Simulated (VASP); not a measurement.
Band structure of CoO (space group Fm-3m). Method: r2SCAN meta-GGA, VASP's PBE PAW potentials (set 64) (plane waves; VASP).

The moments were started parallel, and other spin orders were not tried in this run.

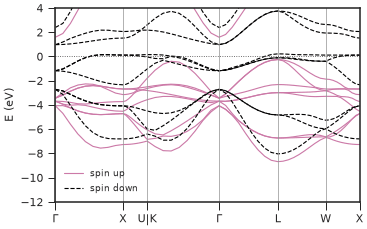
Bands along high-symmetry lines, zero at the valence-band maximum or, without a gap, the Fermi level

Read the plot: is there a gap, and where are the band edges?

It has no gap at this level: it comes out as a metal or semimetal.

The structure comes from a measured CoO entry (Fm-3m) of the Crystallography Open Database, whose conditions weren't checked. It was relaxed first.
